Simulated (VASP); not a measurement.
Band structure of HfN (space group Fm-3m). Calculation: PBE GGA, VASP's PBE PAW potentials (set 64) (plane waves; VASP).

Unless said otherwise, spin-orbit coupling is left out, though it shifts the bands of the heavy elements here.

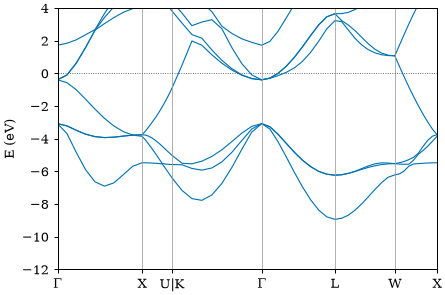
Figure. Bands along high-symmetry lines, zero at the valence-band maximum or, without a gap, the Fermi level

Question: Read the plot: is there a gap, and where are the band edges?

Answer: It has no gap at this level: it comes out as a metal or semimetal.

The structure is a typed HfN crystal (Fm-3m). The cell was not relaxed at this level. The electron count is odd and the run is not spin-polarised, which forces a metal.
